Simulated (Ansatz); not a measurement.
AlWB (space group Cmcm)

```cif
data_Al2B2W2
_chemical_formula_sum 'Al2 B2 W2'
_space_group_name_H-M_alt 'P 1'
_space_group_IT_number 1
_cell_length_a 7.13811
_cell_length_b 7.13811
_cell_length_c 3.10063
_cell_angle_alpha 90.000
_cell_angle_beta 90.000
_cell_angle_gamma 154.144
loop_
_space_group_symop_operation_xyz
  'x, y, z'
loop_
_atom_site_label
_atom_site_type_symbol
_atom_site_fract_x
_atom_site_fract_y
_atom_site_fract_z
_atom_site_occupancy
Al1 Al 0.69970 0.30030 0.25000 1
Al2 Al 0.30030 0.69970 0.75000 1
B1 B 0.53428 0.46572 0.25000 1
B2 B 0.46572 0.53428 0.75000 1
W1 W 0.08995 0.91005 0.75000 1
W2 W 0.91005 0.08995 0.25000 1
```

The volume is varied about the relaxed value V₀ at fixed cell shape. The atoms relax within the cell's symmetry.

Calculation: PBEsol (plane waves to 420 eV, PAW, scalar-relativistic; Ansatz, an electronic-structure program). k mesh 15×15×15 (Γ-centred), Fermi-Dirac smearing 0.05 eV. E stands for the smeared free energy. With the shape held, the modulus is that of even scaling; a crystal free to change shape is softer. AlWB is run without spin polarisation. AlWB was relaxed with its symmetry unable to fall. Spin-orbit coupling is left out, though W is heavy. ΔE is measured from the relaxed starting cell.

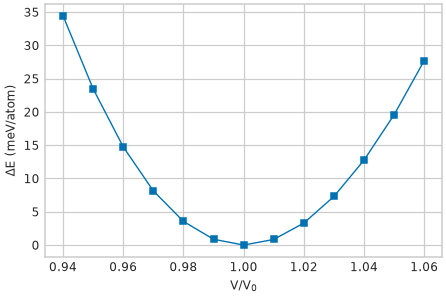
Figure. ΔE (meV/atom) against V/V₀; computed points joined by lines.

Question: What bulk modulus at fixed cell shape B₀ follows from a third-order Birch-Murnaghan fit?

Answer: About 240 GPa.

Question: What is ΔE at V/V₀ = 1.060?

Answer: About 28 meV/atom.

Question: What is ΔE at V/V₀ = 0.940?

Answer: About 34 meV/atom.

(A scan under strain: stresses follow from slopes of the energy per volume, elastic moduli from its curvatures.)
